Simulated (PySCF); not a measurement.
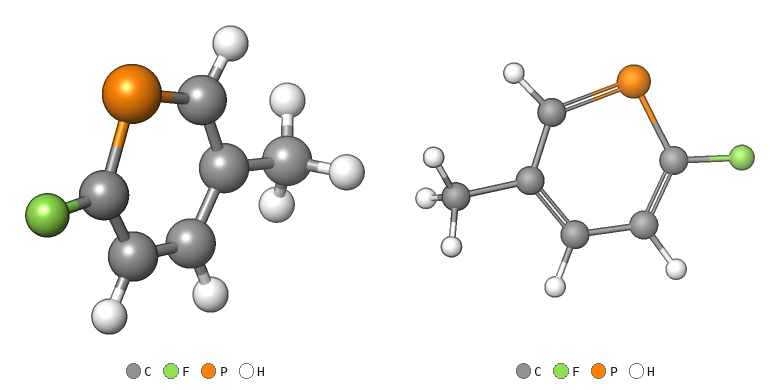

Both panels show the same species.

Computed geometry: GFN2-xTB optimisation. No frequency run is at hand to confirm it as a minimum.

**Count the atoms of each element.**

C6H6FP, 14 atoms: 6 carbon, 6 hydrogen, 1 fluorine and 1 phosphorus.

**Name functional groups in it.**

Among them: C–F bond.

**Does it have rings?**

Independent rings (smallest set): 1 of 6 members, 1 of them aromatic.

**What is its SMILES?**

Cc1ccc(F)pc1

More results for the same structure follow; atom numbers are the same in all pictures, views and colours differ.

## Geometry

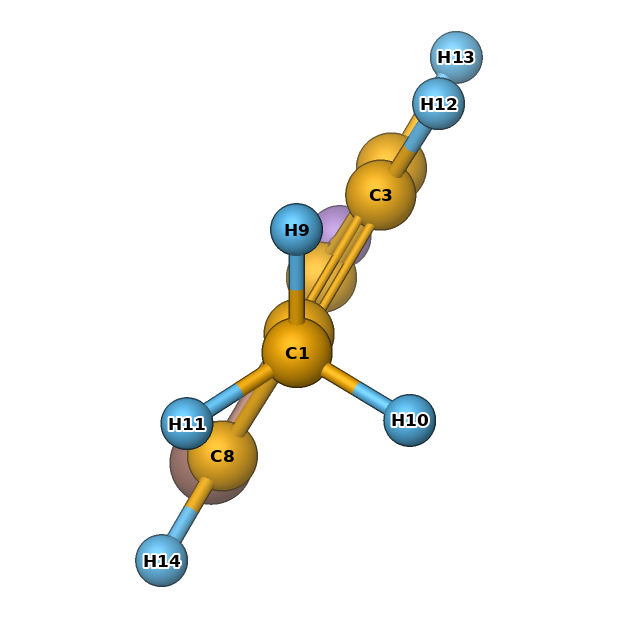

C2 lies behind C1. The molecule seen nearly along the C1–C2 bond, C1 in front. Atoms fade into the background with distance from the viewer. No frequency run is at hand to confirm it as a minimum.

**What is the torsion angle H9–C1–C2–C3? The sign is positive where the front bond must turn clockwise to cover the back bond.**

32°, synclinal (gauche).

## Polarisability

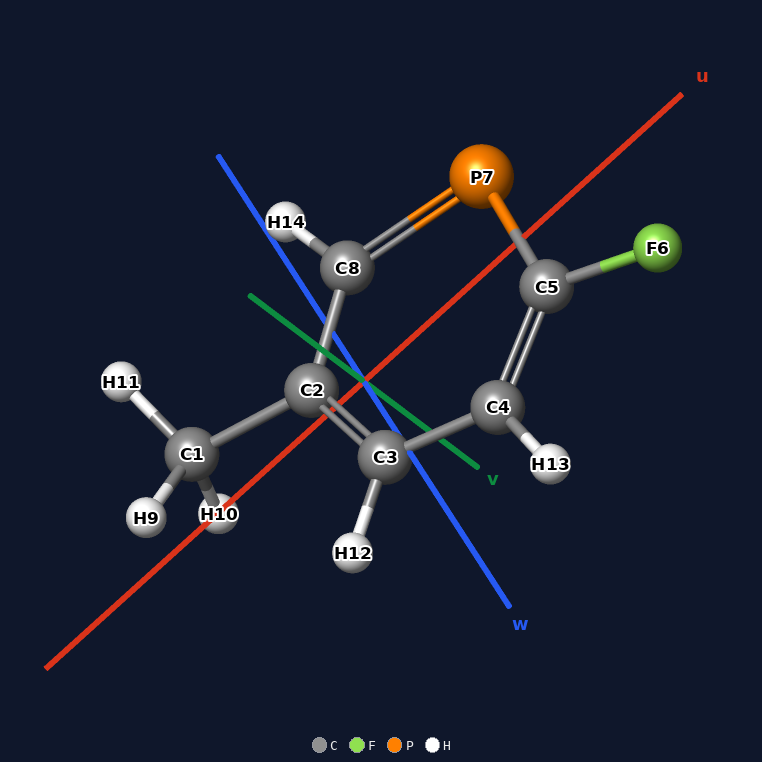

The lines u, v and w are the principal axes of the static dipole polarisability. No frequency run is at hand to confirm it as a minimum. Level of theory: PBE0/def2-SVPD (PySCF 2.14.0).

**Along which axis is the molecule most polarisable, and along which least?**

Most along u (nearly parallel to the P7–C8 bond), least along v.

**Give the three principal values.**

u 118.9, v 58.9, w 102.8 bohr³; mean 93.5, anisotropy 53.8 bohr³.

## Excitation

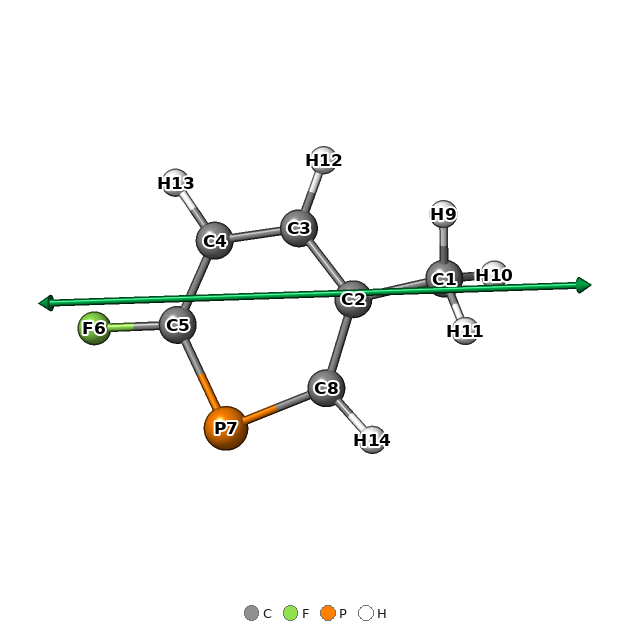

The double arrow shows the direction of the transition dipole to excited singlet state 5 (its length means nothing). No frequency run is at hand to confirm it as a minimum. Level of theory: TDDFT PBE0/def2-SVPD, vertical, gas phase, core orbitals frozen in the response (PySCF 2.14.0).

**How is the transition polarised?**

Nearly parallel to the C5–F6 bond.

**Give its energy, strength and character.**

5.97 eV (208 nm), oscillator strength 0.33, of mixed character, with the largest part HOMO → LUMO+1 (weight 0.47); transition dipole 3.81 D.

## NMR shielding

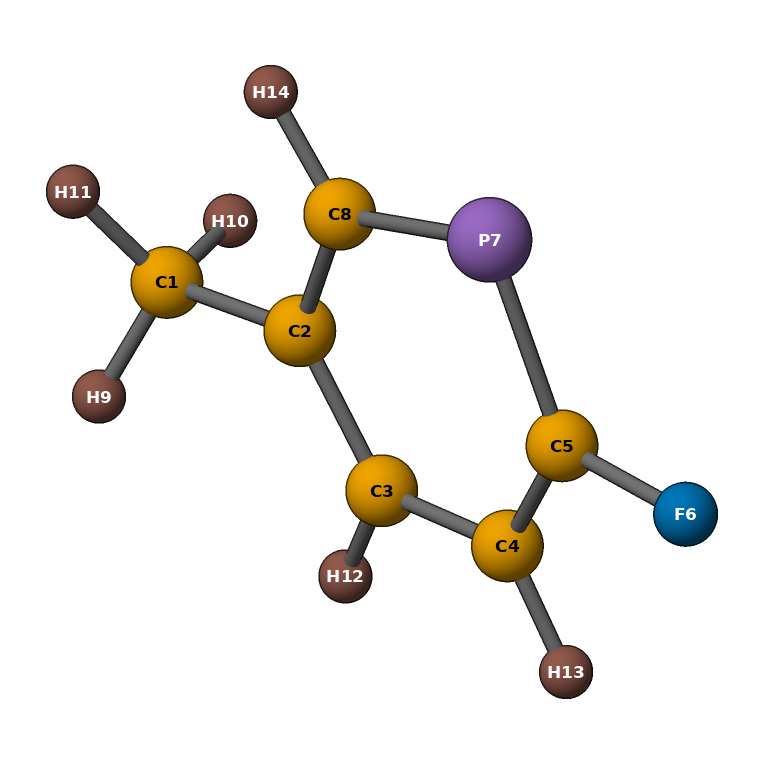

The questions are on isotropic NMR shieldings of the H atoms. No frequency run is at hand to confirm it as a minimum. Level of theory: GIAO PBE0/pcSseg-1 NMR shielding, non-relativistic, gas phase (PySCF 2.14.0).

List the isotropic NMR shieldings of the H atoms.

| atom | σ (ppm) |
| --- | --- |
| H9 | 29.27 |
| H10 | 28.77 |
| H11 | 29.27 |
| H12 | 24.10 |
| H13 | 23.98 |
| H14 | 22.90 |

The geometry is semi-empirical. Around P such bond lengths and angles can be off by a tenth of an ångström or more and by several degrees, and values that hang on the shape move with them.
